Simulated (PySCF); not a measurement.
**MoS2: rigid scans about the minimum**

Aim: map the energy of triplet MoS2 about its B3LYP minimum, with rigid distortions.

Program: PySCF 2.14.0. Level of theory: B3LYP, basis Mo def2-SVP with ECP28, S def2-SVP, scalar-relativistic core potentials, no spin–orbit coupling, density fitting. These are calculated values, not measurements.

## (1) Where the work starts

3 atoms, charge 0, spin multiplicity 3.

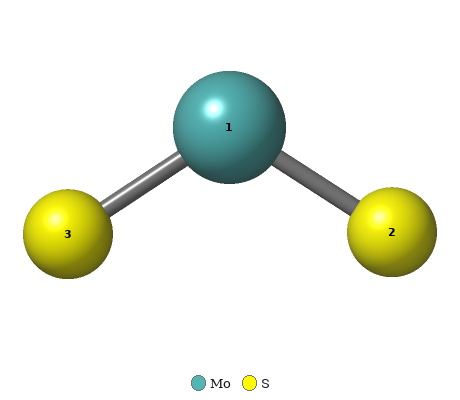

Start geometry, drawn with molybdenum teal, sulfur yellow; atoms are numbered from 1 in the order of the file.

Coordinates in bohr (charge 0 multiplicity 3):
```
Mo    0.8656   -0.0303    0.0000
S    -1.3254    0.0464    3.3567
S    -1.3254    0.0464   -3.3567
```

## (2) Fields at the lowest minimum

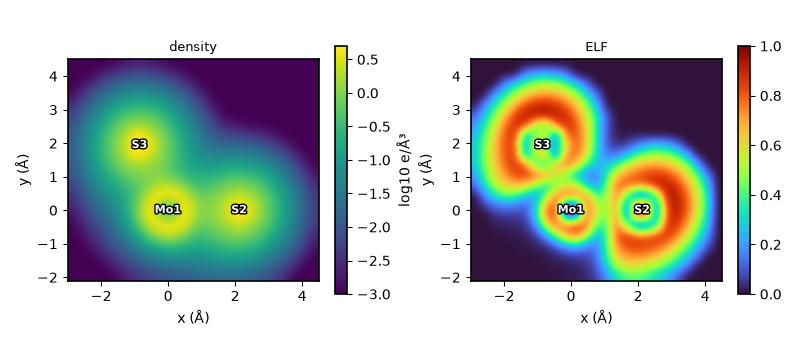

The plane holds Mo1 at (0.00, 0.00), S2 at (2.12, 0.00), S3 at (-0.85, 1.94) Å. ELF is set to 0 where the density is under 0.005 e/Å³; an orbital's overall sign is arbitrary. Electrons inside core potentials are absent.

The fields below are evaluated on a grid from the run's orbitals.

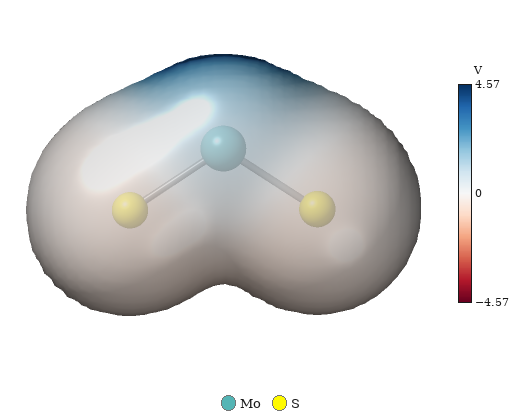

Electrostatic potential on the surface of density 0.002 e/bohr³; red is low, blue high. It runs, from the 1st to the 99th percentile, from -0.68 V near S2 to 4.57 V near Mo1.

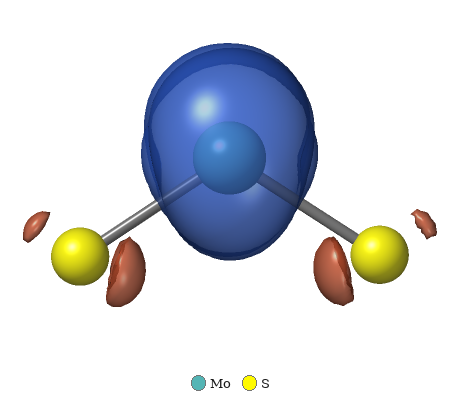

Spin density at ±0.04 e/Å³ (alpha excess blue, beta excess red).

Values on the line from Mo1 (at 0) through S2 (at 2.122 Å):

```csv
distance (Å),density (e/Å³),ELF,electrostatic potential (V),spin density (e/Å³)
-0.74,2.36,0.785,44.7,0.184
0.85,1.53,0.45,30.4,0.109
1.06,1.01,0.459,18.2,0.0247
1.27,1.16,0.747,20.9,-0.0144
1.49,1.44,0.433,42.8,-0.0342
1.70,3.32,0.128,107,-0.018
1.91,56,0.86,385,-0.0389
2.23,172,0.309,1.21e+03,-0.117
2.44,13.2,0.688,184,0.000327
2.65,1.62,0.127,65.7,-0.00462
2.86,1.02,0.842,26.2,-0.00461
3.08,0.554,0.929,10.3,-0.0024
3.29,0.259,0.891,3.92,-0.00143
```

Making the fields ran for 1.2 s (2 threads of Arm Neoverse V1, shared host).

## (3) Breathing scan

One driver script runs all scans and calls PySCF for each point, on a (75, 302) grid.

Started as:

```bash
OMP_NUM_THREADS=2 python axn.py task.json out
```

A rigid scan with B3LYP: all bonds to the central atom are scaled together. Each point starts from its neighbour's orbitals, and energies count from the minimum.

```csv
scale of all bonds to the centre,energy (kJ/mol),dipole size (D),⟨S²⟩
0.88,258.9,2.60,2.01
0.92,100.6,2.97,2.02
0.96,22.0,3.31,2.03
1.00,0.0,3.62,2.04
1.04,17.0,3.88,2.09
1.08,59.3,4.07,2.19
1.14,146.5,4.15,2.56
1.22,268.5,3.99,3.28
1.35,436.1,3.69,4.17
```

The scan took 13 s.

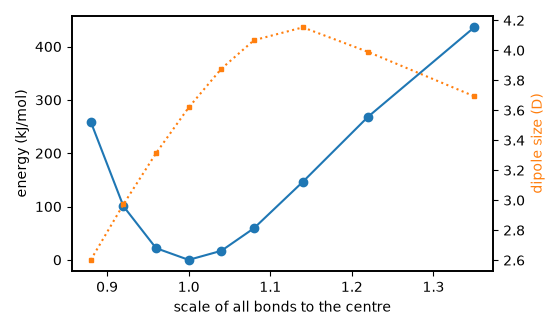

Energy (circles) and dipole moment (squares) along the scan.

⟨S²⟩ grows along the scan: the determinant mixes in higher spin as the pair uncouples.

## (4) Stretching one bond

A rigid scan with B3LYP: the bond from Mo to the last atom (S) is scaled and the rest held.

```csv
scale of one bond,energy (kJ/mol),dipole size (D),⟨S²⟩
0.92,47.0,3.42,2.03
0.96,10.3,3.49,2.03
1.00,0.0,3.62,2.04
1.05,12.1,3.81,2.07
1.12,55.7,4.00,2.18
1.20,117.2,3.77,2.54
1.35,214.7,3.38,3.04
1.55,314.3,3.74,3.28
1.80,390.1,3.71,3.65
2.20,434.0,3.29,3.95
```

The scan took 15 s.

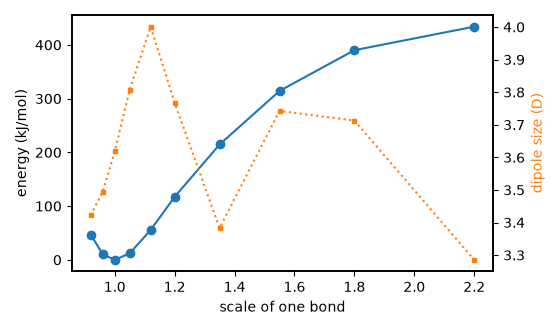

Energy (circles) and dipole moment (squares) along the scan.

⟨S²⟩ grows along the scan: the determinant mixes in higher spin as the pair uncouples.

## (5) Bending curve

A rigid scan with B3LYP: the S–Mo–S angle changes, with bonds held.

```csv
bond angle (°),energy (kJ/mol),dipole size (D),⟨S²⟩
80,143.5,3.54,2.05
90,61.5,3.58,2.04
100,18.0,3.61,2.04
110,1.1,3.62,2.04
120,3.1,3.60,2.05
130,18.4,3.53,2.06
140,42.1,3.36,2.08
150,68.6,2.96,2.09
160,91.6,2.17,2.07
170,106.9,1.12,2.06
180,112.2,0.00,2.05
```

The scan took 17 s.

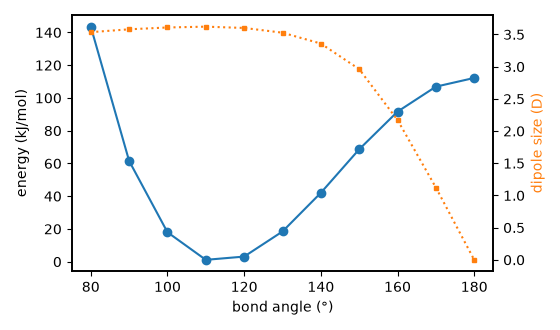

Energy (circles) and dipole moment (squares) along the scan.

## (6) Summary of results

```
                quantity         value
    all bonds 4 % longer   17.0 kJ/mol
    one bond 20 % longer  117.2 kJ/mol
linear shape, bonds held  112.2 kJ/mol
```

In words: The well is lopsided, 22.0 kJ/mol for 4 % shorter bonds against 17.0 for 4 % longer ones. Held rigid otherwise, the linear shape costs 112 kJ/mol. Open d and f shells are described by one determinant, and the ground state may have another occupation or spin.
